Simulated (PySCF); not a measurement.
Run report: SiF4 (charge +1), EPR calculation

- system: SiF4, charge +1, multiplicity 2
- method: UKS B3LYP, IGLO-III on F Si, non-relativistic, mean-field spin-orbit, GIAO (PySCF 2.14.0)

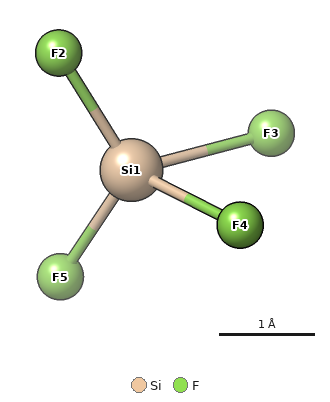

**Figure 1.** The structure (ball-and-stick view, seen at a tilt; atoms are numbered from 1 in the order of the input). Bond lengths as drawn: F–Si 1.55 to 1.67 Å.

### Input
```
{"job": {"kind": "epr"}, "charge": 1, "multiplicity": 2}
Si     0.147036    -0.158989    -0.005198
F     -0.054695    -1.235380     1.086139
F     -1.288697     0.455736    -0.596157
F      0.068239     1.403443     0.589860
F      1.227765    -0.339944    -1.095930
```

The first line tells a small driver script what to run in PySCF; the rest is the geometry in Å.

Command:
```bash
OMP_NUM_THREADS=1 python <driver script> task.json out
```

### Output
```
UKS, coarse grid
  cycle   1  E = -688.67661899  |g| = 6.17e-01
  cycle   2  E = -687.93546130  |g| = 1.49e+00
  cycle   3  E = -688.73354823  |g| = 4.70e-01
  cycle   4  E = -688.80024825  |g| = 1.24e-01
  cycle   5  E = -688.80583013  |g| = 4.06e-02
  cycle   6  E = -688.80641682  |g| = 1.46e-02
  cycle   7  E = -688.80639181  |g| = 1.73e-02
  cycle   8  E = -688.80649235  |g| = 1.21e-03
  cycle   9  E = -688.80649379  |g| = 3.21e-04
UKS, final grid
  cycle   1  E = -688.80661179  |g| = 3.84e-04
  cycle   2  E = -688.80661173  |g| = 6.27e-04
  cycle   3  E = -688.80661184  |g| = 4.04e-05
  cycle   4  E = -688.80661185  |g| = 2.52e-05
E = -688.80661185 Eh   <S^2> = 0.7556 (exact 0.7500)
g shifts (ppm)      1          2          3
  rmc          -469       -469       -469
  gc            -12         96        122
  oz_so        5629      12867      23907
  total        5148      12494      23561
hyperfine (MHz)  atom isotope    a_iso     a_fc   dipolar eigenvalues
    0  29Si      39.20      39.30     -0.16      0.07      0.08
    1   19F      -1.87      -1.74     -8.85     -8.12     16.97
    2   19F     220.80     195.95   -932.94   -924.30   1857.23
    3   19F     222.10     196.46   -943.77   -934.63   1878.40
    4   19F      -1.87      -1.74     -8.83     -8.11     16.95
```

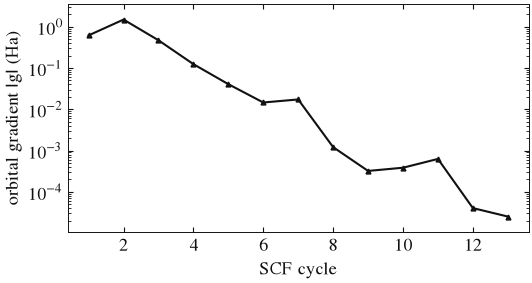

**Figure 2.** Convergence of the self-consistent field: orbital gradient |g| against the SCF cycle. All cycles printed in the log are drawn one after another.

### Key numbers

- outcome: converged
- total energy: −688.806612 hartree
- ⟨S²⟩: 0.756
- isotropic g: 2.0161
- hardware: 1 CPU thread, shared host
- wall time: 42 s
- peak memory: 0.56 GiB
